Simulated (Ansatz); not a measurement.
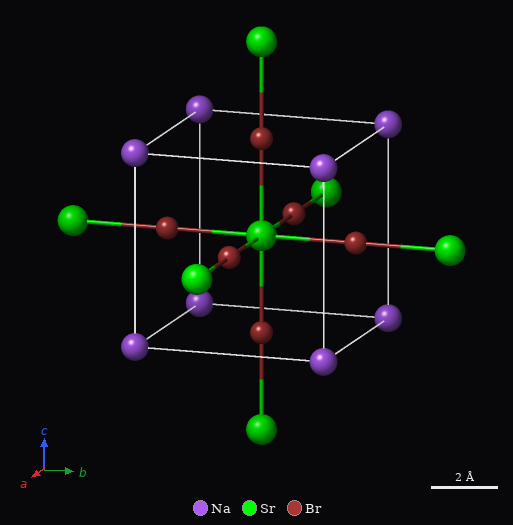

Ball-and-stick drawing of the structure, looking slightly off an axis. Atoms at the boundary of the conventional unit cell (the box) are drawn once for each face, edge or corner they touch. The first bonded neighbours in the surrounding cells are also shown.

NaSrBr$_{3}$, cubic perovskite with the larger cation on the octahedral site (an inverted filling), space group Pm-3m (No. 221), a = 6.076 Å, b = 6.076 Å, c = 6.076 Å, α = 90.00°, β = 90.00°, γ = 90.00°. Starting structure: a structure type filled with these elements by a generator (whether the compound takes this form wasn't checked). The cell was then strained or its atoms displaced on purpose. It was run through Ansatz as a DFT input.

This one geometry was computed with Ansatz (DFT, plane waves, PAW) at three levels of theory: r2SCAN, PBE and HSE06. It was relaxed with r2SCAN and then strained.

How does the band gap change with the level of theory?

Answer. PBE: a gap of 2.93 eV, indirect; r2SCAN: a gap of 3.68 eV, indirect; HSE06: a gap of 4.04 eV, indirect.

Collect the results in a table.

Answer.
| level | cutoff (eV) | k-mesh of the run's cell | gap (eV) | pressure (GPa) |
| --- | --- | --- | --- | --- |
| r2SCAN | 500 | 4×4×4 | 3.68 | -1.2 |
| PBE | 420 | 4×4×4 | 2.93 | -0.8 |
| HSE06 | 420 | 4×4×4 | 4.04 | -1.0 |

Gaps are taken on the k-mesh or band path of each run.
